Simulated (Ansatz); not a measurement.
**Effect of Zn on a Ge site (antisite) on ZnGeP2**

The reference is a 24-atom supercell of ZnGeP$_{2}$ in the chalcopyrite structure (space group I-42d, No. 122; a = 5.424 Å, c = 10.709 Å) at its relaxed geometry.

Perturbation: a neutral Zn on a Ge site (antisite), atoms relaxed at fixed cell, starting from a slightly rattled geometry.

Calculations: Ansatz (a quantum-chemistry and plane-wave program) PBEsol, scalar-relativistic without spin-orbit coupling. k-mesh 4×4×4 (Γ-centred); smearing 0.01 eV (Fermi–Dirac).

```json
[
 {"quantity": "pressure", "base": "0.0 GPa", "changed": "-0.4 GPa", "shift": "-0.4 GPa"},
 {"quantity": "gap of the supercell", "base": "1.12 eV", "changed": "zero", "shift": "–"},
 {"quantity": "largest displacement of a host atom from its site in the perfect cell", "base": "–", "changed": "0.06 Å", "shift": "–"},
 {"quantity": "mean distance from the defect site to its nearest host atoms", "base": "2.33 Å", "changed": "2.33 Å", "shift": "0.00 Å"}
]
```

Final structure:

```xyz
24
Lattice="-2.7121 2.7121 5.3547 2.7121 -2.7121 5.3547 10.8484 5.4242 0.0000" Properties=species:S:1:pos:R:3 pbc="T T T"
Zn     2.7048    -0.0022     8.0877
Zn     5.4366     2.7151     2.6429
Zn     8.1093     5.4174     7.9987
Zn     0.0155    -0.0192     0.0149
Zn     2.6834     2.7271     5.3695
Zn     8.1294     2.7099     5.3342
Zn     2.7046    -0.0017     2.6750
Ge     5.3936     2.6940     8.0270
Ge     8.1522     5.4382     2.6720
Ge    -0.0307     0.0484     5.3655
Ge     5.4408    -0.0523     5.3644
Ge     5.4174     5.4217     5.3409
P      1.3397     1.3626     9.3983
P      4.0634     4.0597     4.0026
P      9.4951     4.0719     4.0079
P      1.3574     1.3454     4.0442
P      6.7630     1.3487     4.0078
P      9.4829     4.0723     9.3577
P      4.0602     1.3560     1.3788
P      6.7528     4.0450     6.6841
P     12.2040     4.0890     6.6848
P     -1.3628     1.3515     6.7347
P      4.0547     1.3307     6.6843
P      6.7940     4.0863     1.3289
```

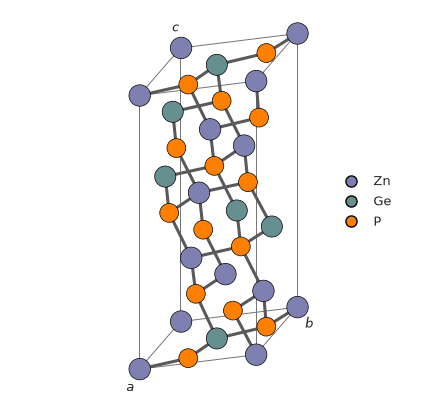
Fig. 1. The relaxed cell after the change

Other magnetic orders, which the real material may have, were not ruled out. In so small a cell the defect repeats every few ångströms: this is an ordered compound, not a dilute defect. A case with no gap was solved on a k-mesh chosen for an insulator, which is coarse for it. Starting moments died away, wholly or in part, for Zn on a Ge site (antisite); another magnetic solution may exist. The defect cell is spin-polarised and ends with 0.0 μB.
